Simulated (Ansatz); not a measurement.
**CH7BSi (SMILES CB[SiH3]): levels of theory compared**

We compute a comparison of 6 runs (HF/STO-3G, B2PLYP/6-311+G**, B3LYP/6-311+G**, CAM-B3LYP/6-311+G**, PBE/6-311+G**, CCSD/6-311+G**) of CH7BSi. 

The calculation is run with Ansatz 0.2.0.

65 further runs of the same task are left out: 65 set aside as unsound or not needed.

### 1 Starting point

CH7BSi: 10 atoms, total charge 0, spin state singlet. SMILES: `CB[SiH3]`. The B2–H7 distance was set to 2.163 Å, away from the relaxed value. At this shape a bond of the SMILES string is far longer than usual.

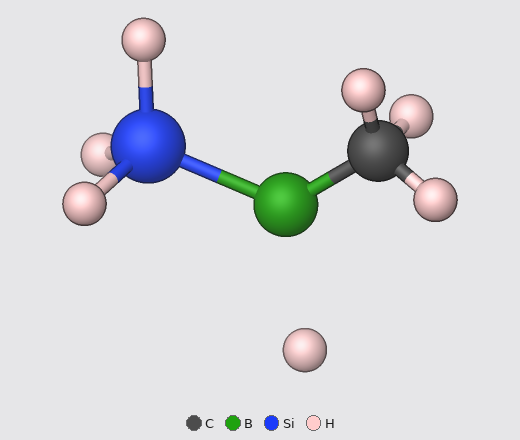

The structure, seen from a chosen angle (carbon dark grey, boron green, silicon blue, hydrogen pink).

### 2 The energy at HF/STO-3G (run 1)

molecule.yaml

```yaml
crystal:
  periodic: [false, false, false]
  atoms:
    - {symbol: C, position_ang: [-1.411734, 1.205796, 0.298123]}
    - {symbol: B, position_ang: [-0.211834, 0.231096, 0.185123]}
    - {symbol: Si, position_ang: [0.690266, -0.652304, 1.759823]}
    - {symbol: H, position_ang: [-2.282234, 0.538296, 0.158823]}
    - {symbol: H, position_ang: [-1.481734, 1.942996, -0.504977]}
    - {symbol: H, position_ang: [-1.552434, 1.684896, 1.268423]}
    - {symbol: H, position_ang: [0.516800, -0.288200, -1.783700]}
    - {symbol: H, position_ang: [0.830366, -2.123304, 1.560523]}
    - {symbol: H, position_ang: [0.001066, -0.423404, 3.061723]}
    - {symbol: H, position_ang: [2.069866, -0.090004, 1.874323]}
basis:
  gaussian:
    orbitals: STO-3G
hamiltonian:
  xc: hf
accuracy: high
output: {orbitals: {seedname: orbitals}}
```

Launch:

```
ansatz run molecule.yaml --threads 1 --pin off --max-ram 3480MiB --events-out events.jsonl --progress --plain --runs-dir runs
```

Output:

```text
Warning: RAYON_NUM_THREADS=1 ignored (pool sized by the plan → 1); use --threads N
Functional definition: HF
  name "HF"
  exchange = exact_x
  correlation = 0
497 factors; integrals over basis functions are off by at most 2.5e-8 eV
mean field evaluation 1: about -9554.1411 eV, gradient 2.0e1 eV
mean field evaluation 2: about -9554.1892 eV, gradient 2.0e1 eV
mean field evaluation 4: about -9557.1852 eV, gradient 2.1e0 eV
mean field evaluation 8: about -9557.2092 eV, gradient 5.9e-4 eV
mean field -9557.20919536 eV, -351.2209598203 hartree, gradient 2.6e-8 eV, S^2 0.000000; 0 other end points of the search recorded, 0 dependent functions left out
reference -9557.20919536 eV, -351.2209598203 hartree; 16, 16 occupied and 10, 10 virtual orbitals, 497 factors
Total energy: -9557.20919536 eV, -351.2209598203 hartree
```

It took 0.18 s on 1 thread of Arm Neoverse V2, shared host.

### 3 A single-point energy at B2PLYP/6-311+G(d,p) (run 2)

input.yaml

```yaml
basis:
  gaussian:
    orbitals: 6-311+G_st__st_-spherical.json
crystal:
  periodic: [false, false, false]
  atoms:
    - {symbol: C, position_ang: [-1.411734, 1.205796, 0.298123]}
    - {symbol: B, position_ang: [-0.211834, 0.231096, 0.185123]}
    - {symbol: Si, position_ang: [0.690266, -0.652304, 1.759823]}
    - {symbol: H, position_ang: [-2.282234, 0.538296, 0.158823]}
    - {symbol: H, position_ang: [-1.481734, 1.942996, -0.504977]}
    - {symbol: H, position_ang: [-1.552434, 1.684896, 1.268423]}
    - {symbol: H, position_ang: [0.516800, -0.288200, -1.783700]}
    - {symbol: H, position_ang: [0.830366, -2.123304, 1.560523]}
    - {symbol: H, position_ang: [0.001066, -0.423404, 3.061723]}
    - {symbol: H, position_ang: [2.069866, -0.090004, 1.874323]}
hamiltonian:
  xc: {name: B2PLYP}
accuracy: high
output: {orbitals: {seedname: orbitals}}
correlation:
  frozen_orbitals: {B: 1, C: 1, H: 0, Si: 5}
```

The basis set 6-311+G** is read from a file made from the Basis Set Exchange's data (not shown).

Launch:

```
ansatz run input.yaml --threads 1 --pin off --max-ram 3480MiB --events-out events.jsonl --progress --plain --runs-dir runs
```

Output, shortened:

```text
Warning: RAYON_NUM_THREADS=1 ignored (pool sized by the plan → 1); use --threads N
Functional definition: B2PLYP
  name "B2PLYP"
[...]
2311 factors; integrals over basis functions are off by at most 6.6e-9 eV
[...]
mean field -9692.77750173 eV, -356.2030031881 hartree, gradient 8.8e-8 eV, S^2 0.000000; 0 other end points of the search recorded, 0 dependent functions left out; unrestricted orbitals would lower it
7 core orbitals not correlated: weight in the atoms' cores, before any rotation towards them, 1.000 or more for the frozen orbitals, at most 0.000 for the correlated occupied ones
reference -9692.77753534 eV, -356.2030044231 hartree; 9, 9 occupied and 100, 100 virtual orbitals, 2311 factors
second order -12.15753833 eV of doubles, -0.00000000 eV of singles
Total energy: -9696.06007069 eV, -356.3236353721 hartree
```

Run time: 14 s. Hardware: 1 thread of Arm Neoverse V2, shared host; peak memory 0.37 GiB.

Runs 3 to 5 aren't shown in full; the table further down has their settings and results.

### 4 The energy at CCSD/6-311+G(d,p) (run 6)

job.yaml

```yaml
crystal:
  periodic: [false, false, false]
  atoms:
    - {symbol: C, position_ang: [-1.411734, 1.205796, 0.298123]}
    - {symbol: B, position_ang: [-0.211834, 0.231096, 0.185123]}
    - {symbol: Si, position_ang: [0.690266, -0.652304, 1.759823]}
    - {symbol: H, position_ang: [-2.282234, 0.538296, 0.158823]}
    - {symbol: H, position_ang: [-1.481734, 1.942996, -0.504977]}
    - {symbol: H, position_ang: [-1.552434, 1.684896, 1.268423]}
    - {symbol: H, position_ang: [0.516800, -0.288200, -1.783700]}
    - {symbol: H, position_ang: [0.830366, -2.123304, 1.560523]}
    - {symbol: H, position_ang: [0.001066, -0.423404, 3.061723]}
    - {symbol: H, position_ang: [2.069866, -0.090004, 1.874323]}
basis:
  gaussian: {orbitals: 6-311+G_st__st_-spherical.json}
scf: {omitted_lower_state_checks: [cluster_reference, increment]}
correlation: {method: ccsd, frozen_orbitals: {B: 1, C: 1, H: 0, Si: 5}}
accuracy: high
```

The basis set 6-311+G** is read from a file made from the Basis Set Exchange's data (not shown).

Launch:

```
ansatz run job.yaml --threads 1 --pin off --max-ram 3480MiB --events-out events.jsonl --progress --plain --runs-dir runs
```

Output:

```text
Warning: RAYON_NUM_THREADS=1 ignored (pool sized by the plan → 1); use --threads N
[... 11 lines left out ...]
7 core orbitals not correlated: weight in the atoms' cores, before any rotation towards them, 1.000 or more for the frozen orbitals, at most 0.000 for the correlated occupied ones
[... 26 lines left out ...]
Total energy: -9683.25200307 eV, -355.8529475688 hartree
Checks for a lower state left out: cluster_reference, increment
```

It took 26 s on 1 thread of Arm Neoverse V2, shared host; peak memory 1 GiB.

### 5 Overview of the runs

```tsv
run	level	frozen core orbitals	energy (Eh)	HOMO energy (eV)	LUMO energy (eV)	HOMO–LUMO gap (eV)	wall time
1	HF/STO-3G	–	-351.220960	-6.36	6.34	12.70	0.18 s
2	B2PLYP/6-311+G**	7	-356.323635	-7.77	-0.90	6.87	14 s
3	B3LYP/6-311+G**	–	-356.578162	-6.78	-2.44	4.34	9.6 s
4	CAM-B3LYP/6-311+G**	–	-356.496593	-8.21	-1.10	7.11	11 s
5	PBE/6-311+G**	–	-356.282197	-5.94	-3.19	2.75	8.4 s
6	CCSD/6-311+G**	7	-355.852948	–	–	–	26 s
```

### 6 Summary of results

| quantity | value |
| --- | --- |
| run 6: total energy | -355.85295 Eh |
| run 6: correlation energy (7 core orbitals frozen) | -417.6 mEh |
| run 6: T1 diagnostic | 0.020 |

In words: Over runs 1, 2, 3, 4, 5 the HOMO–LUMO gap runs from 2.75 eV (PBE/6-311+G**) to 12.70 eV (HF/STO-3G). The two ends differ in method and basis. Totals of different functionals can't be ranked against each other. In runs 2, 6 the log says that unrestricted orbitals would lower the reference, so the values rest on an unstable closed-shell determinant (other closed-shell runs at this shape may share the fault). In run 1 the basis is minimal, so the values are rough. All runs together took 69 s, the longest 26 s.
